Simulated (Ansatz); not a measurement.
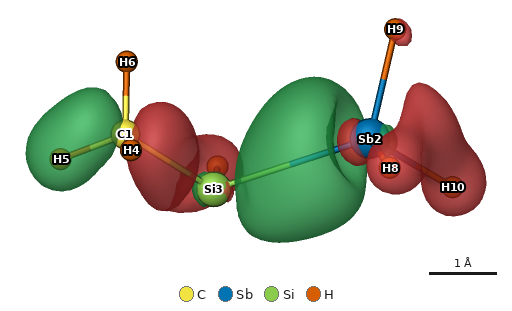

Figure. CH7SbSi (charge +1, doublet). The HOMO−1 (α) at ±0.15 Å⁻³ᐟ² (green and red are the two phases), seen from one side.

Geometry: PBE0-D3(BJ)/def2-SVP; core potentials replace the inner electrons of Sb.

Computed with Ansatz 0.2.0, isolated molecule in a Gaussian basis; Kohn-Sham density functional theory, functional PBE0.

Input

```
crystal:
  periodic: [false, false, false]
  atoms:
    - {symbol: C, position_ang: [-2.583508, -1.249214, 0.896515]}
    - {symbol: Sb, position_ang: [0.906580, -0.186138, 0.431709]}
    - {symbol: Si, position_ang: [-1.226194, -0.459288, 1.897140]}
    - {symbol: H, position_ang: [-2.846201, -0.659126, 0.006818]}
    - {symbol: H, position_ang: [-3.477548, -1.318131, 1.538378]}
    - {symbol: H, position_ang: [-2.302754, -2.271945, 0.594436]}
    - {symbol: H, position_ang: [-0.706763, -1.230128, 3.064073]}
    - {symbol: H, position_ang: [0.661572, 0.820500, -0.890766]}
    - {symbol: H, position_ang: [1.610425, -1.562614, -0.239665]}
    - {symbol: H, position_ang: [2.162398, 0.545976, 1.272567]}
basis:
  gaussian:
    orbitals: def2-TZVPD
hamiltonian:
  xc: {name: PBE0}
magnetization:
  spin_polarized: true
  initial_magnetization: 1
output:
  forces: true
  orbitals: {seedname: orbitals}
total_charge: 1
```

Run with:

```sh
ansatz run input.yaml --threads 2 --pin off --max-ram 4350MiB --events-out events.jsonl --progress --plain --runs-dir runs
```

Q: Where does this orbital lie, and at what energy?

A: Its weight (Hirshfeld) is mainly on Sb2 (about 40 %), Si3 (about 25 %) and C1 (about 15 %). Its energy is −14.03 eV.
